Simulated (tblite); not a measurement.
**C₄H₁₁GeO: frequency calculation**

C₄H₁₁GeO, multiplicity 2, SMILES C[CH]C[O][GeH2][CH3], computed with GFN2-xTB harmonic vibrations, gas phase (tblite 0.8.0).

It belongs to a series of runs on one base structure; here: H removed from sp3 C.

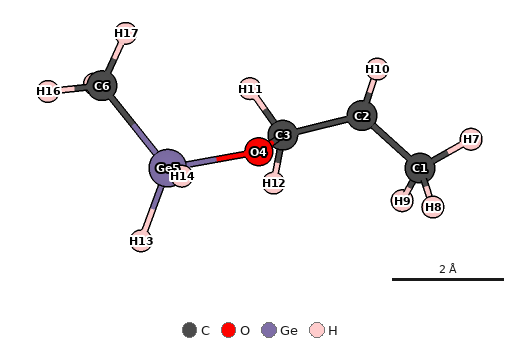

Figure 1. The structure (ball-and-stick view, seen at a tilt; atoms are numbered from 1 in the order of the input). Sticks mark near contacts.

Input file
```
{"job": {"kind": "ir", "xc": "GFN2-xTB", "basis": "xTB"}, "charge": 0, "multiplicity": 2}
C      3.113665    -0.399701     0.429250
C      1.935108     0.487795     0.479324
C      0.648740     0.109517    -0.137474
O     -0.243822    -0.318210     0.898139
Ge    -1.949762    -0.693814     0.731231
C     -2.934531     0.812958    -0.084050
H      4.031931     0.161097     0.597284
H      3.056326    -1.169732     1.209805
H      3.173462    -0.916584    -0.528257
H      1.910597     1.275336     1.213756
H      0.201570     0.969843    -0.658715
H      0.787573    -0.699462    -0.863653
H     -2.103802    -1.961145    -0.090228
H     -2.267578    -0.966888     2.169327
H     -2.650399     0.938086    -1.127077
H     -4.006065     0.647160    -0.044977
H     -2.710011     1.735774     0.445865
```

The first line tells a small driver script what to run in tblite; the rest is the geometry in Å.

Run as:
```bash
OMP_NUM_THREADS=1 python <driver script> task.json out
```

The program's output
```
mode    cm-1     km/mol
  1      14.7      1.09
  2      29.9      1.67
  3      75.4      0.95
  4      91.2      1.06
  5     109.9      0.54
  6     129.3      4.58
  7     214.3     10.98
  8     269.6      1.23
  9     379.9      5.52
 10     422.6     47.67
 11     471.3     71.53
 12     569.4     22.67
 13     586.1     37.74
 14     625.6     62.37
 15     665.9    216.09
 16     780.6    226.32
 17     796.2    143.80
 18     813.9    143.64
 19     910.7      0.71
 20     939.9     12.20
 21     952.9    151.92
 22     989.1      0.82
 23    1132.5      0.53
 24    1172.9      3.71
 25    1216.9      5.19
 26    1301.1     18.54
 27    1319.9      9.19
 28    1353.0      6.71
 29    1385.2      9.87
 30    1454.0      0.59
 31    1458.1      2.10
 32    1461.1      0.99
 33    1468.0      4.84
 34    1469.1      2.06
 35    1858.5    389.74
 36    2014.1    418.72
 37    2818.9     55.18
 38    2876.1     17.34
 39    2898.0     53.41
 40    3002.0     25.70
 41    3002.8     23.98
 42    3011.0     20.56
 43    3012.7     34.78
 44    3040.8     16.44
 45    3107.6     37.40
```

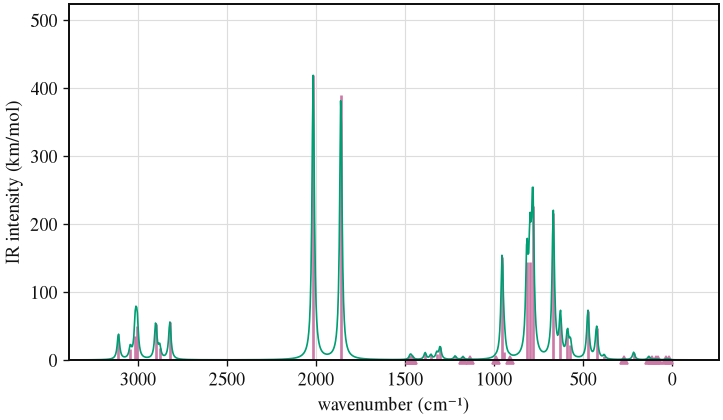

Figure 2. Harmonic infrared spectrum, unscaled: sticks (degenerate modes added up, dark ones marked on the axis) with a Lorentzian envelope of 16 cm⁻¹ full width, scaled to the tallest stick. 45 modes from 15 to 3108 cm⁻¹, none imaginary. The strongest line is at 2014 cm⁻¹ (419 km/mol).

Key numbers

```csv
quantity,value
outcome,converged
total energy,−546.6919 eV
zero-point energy,82.4480 kcal/mol
hardware,"1 CPU thread, shared host"
peak memory,0.18 GiB
```
